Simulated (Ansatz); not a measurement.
**C2H4FS (SMILES FCC=[SH+]) (charge +1): density, localisation and related maps**

Input

```
crystal:
  periodic: [false, false, false]
  atoms:
    - { symbol: F, position_ang: [-1.4178, 0.62055, -0.01101] }
    - { symbol: C, position_ang: [-0.07924, 0.81874, -0.08944] }
    - { symbol: C, position_ang: [0.66637, -0.43682, 0.02148] }
    - { symbol: S, position_ang: [0.01708, -1.92859, 0.21422] }
    - { symbol: H, position_ang: [0.13981, 1.32273, -1.04746] }
    - { symbol: H, position_ang: [0.21392, 1.52107, 0.71112] }
    - { symbol: H, position_ang: [1.74781, -0.36708, -0.03261] }
    - { symbol: H, position_ang: [-1.28795, -1.5506, 0.2337] }
total_charge: 1
basis:
  gaussian: { orbitals: def2-SVP }
hamiltonian:
  xc: pbe
relax:
  f_tol: 0.015
  max_steps: 40
output:
  orbitals: {}
```

Run with:

```sh
ansatz run input.yaml --threads 1 --pin off --max-ram 2048MiB --backend cpu --events-out ev --progress --plain --runs-dir out
```

The fields are those of the relaxed geometry.

All numbers below come from RKS PBE/def2-SVP in Ansatz.

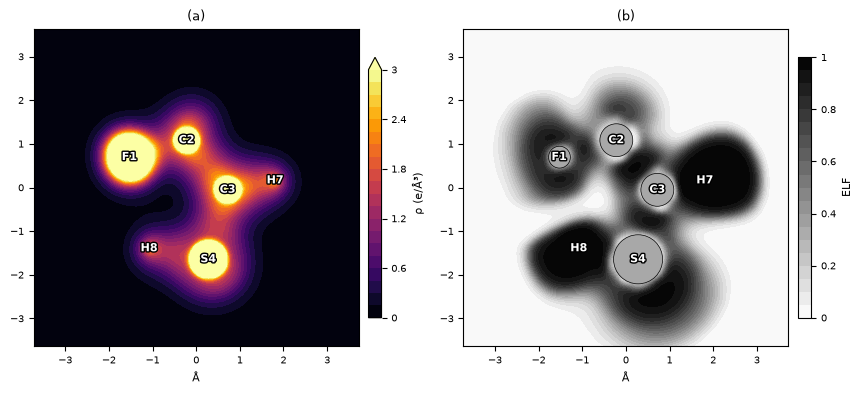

Figure 1. (a) electron density; (b) ELF on the plane of atoms C2, C3 and S4. Grey discs cover the atomic cores in the ELF map.

### What does the map show?

- The plane passes through F, C, S and H nuclei.
- C–F (1.36 Å): ρ at the midpoint is about 2.2 e/Å³, with its minimum of 1.7 e/Å³ about 0.5 Å from C; the ELF peaks at about 0.85 between the atoms, as expected for a polar covalent bond.
- C–C (1.47 Å): ρ at the midpoint is about 1.8 e/Å³; the ELF peaks at about 0.95 between the atoms: localised, covalent bonding.
- C–S (1.65 Å): the density is about 1.6 e/Å³ at the midpoint; the ELF peaks at about 0.90 between the atoms; a covalent bond.
- C–H (1.11 Å): ρ is about 2 e/Å³ halfway; the ELF climbs to about 1 towards the hydrogen, as it does in any bond to H (an ordinary covalent bond to hydrogen).
- S–H (1.38 Å): the density is about 1.5 e/Å³ at the midpoint; the ELF climbs to about 1 towards the hydrogen.
- The ELF also peaks beside S4 and F1, away from the bonds: lone-pair regions.

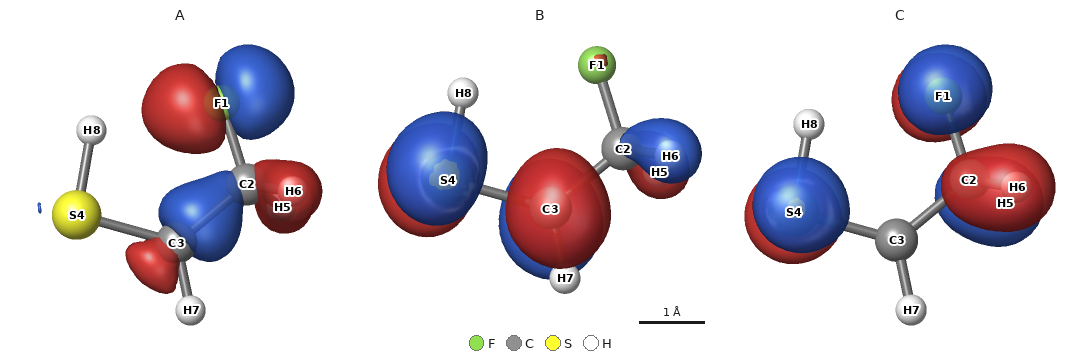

Figure 2. Three frontier orbitals at ±0.15 Å⁻³ᐟ² (blue and red are the two phases), in no order.

### Order the three orbitals by energy and name them.

A is the HOMO−1 (−14.54 eV). It lies mainly on F1 (about 65 %), C2 (about 15 %) and C3 (about 10 %). C is the HOMO (−13.89 eV). It lies mainly on F1 (about 45 %), S4 (about 20 %), C2 (about 15 %), H5 (about 10 %) and H6 (about 10 %). B is the LUMO (−10.15 eV). Its weight (Hirshfeld) is mainly on C3 (about 45 %), S4 (about 35 %) and C2 (about 10 %); π-antibonding (π*) across C3–S4.

### What is the HOMO–LUMO gap?

3.74 eV between the orbital energies.

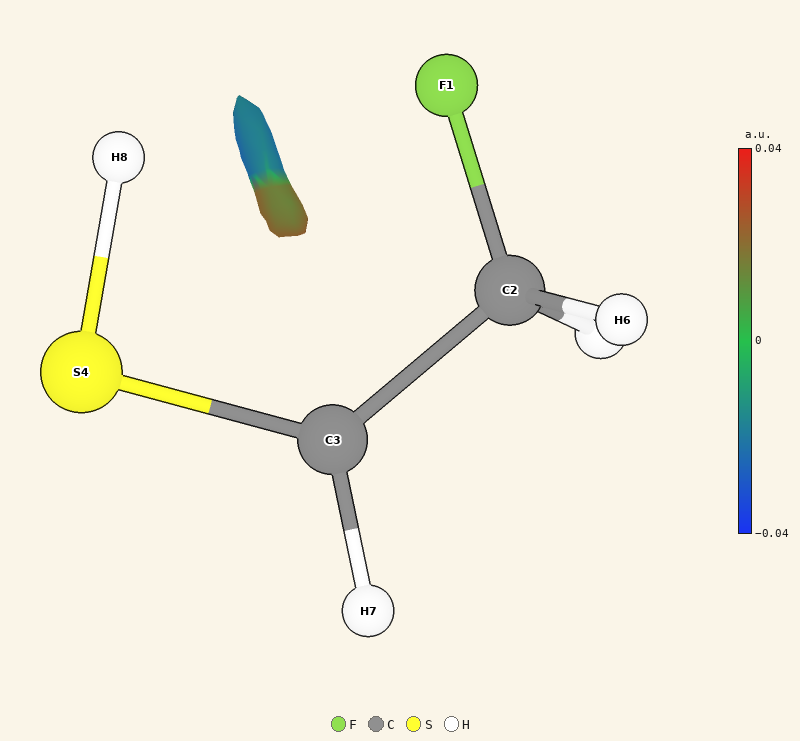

Figure 3. Non-covalent interaction (NCI) plot: the surface where the reduced density gradient is 0.5, for densities under 0.05 a.u., coloured by sign(λ₂)ρ; seen across its widest extent.

### What holds or crowds the atoms apart from the covalent bonds?

H8···F1 (2.1 Å): a weak contact, attractive (blue-green) on one side and crowded (olive to red) on the other.
